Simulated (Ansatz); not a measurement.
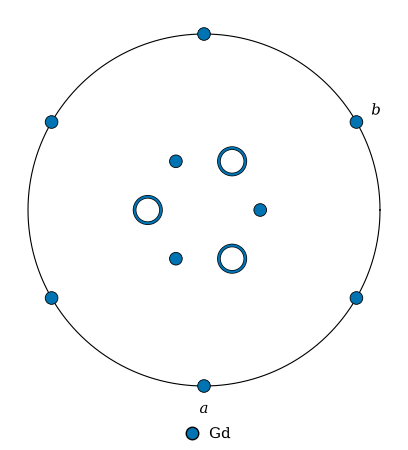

Crystal: Gd, the end point of a relaxation at fixed volume with DFT r2SCAN, scalar-relativistic, plane waves, PAW in Ansatz; the starting structure was generated, so it need not be a known form of this composition. Directions from one gadolinium atom at (0, 0, 0) to its bonded neighbours, in stereographic projection down c (filled: above the plane of the page or in it, open: below). Symmetry computed with spglib at a tolerance of 0.002 Å; standard conventional cell.

Neighbours are counted up to 4.01 Å for Gd.

```
CELL_PARAMETERS angstrom
3.59735 0.00000 0.00000
-1.79867 3.11540 0.00000
0.00000 0.00000 11.67573
ATOMIC_POSITIONS crystal
Gd 0.00000 0.00000 0.00000
Gd 0.00000 0.00000 0.50000
Gd 0.33333 0.66667 0.25000
Gd 0.66667 0.33333 0.75000
```

Q: How many neighbours are there, and at what angles?

A: 12: 6 Gd at 3.58 Å, 6 Gd at 3.60 Å. Angles between bonds: 60° (24×), 90° (12×), 120° (24×), 180° (6×).

Q: What is the site's symmetry in the crystal?

A: Point group -3m (D3d), order 12: one threefold axis, three twofold axes, three mirror planes, an inversion centre. In P6₃/mmc, No. 194 this is Wyckoff position 2a.
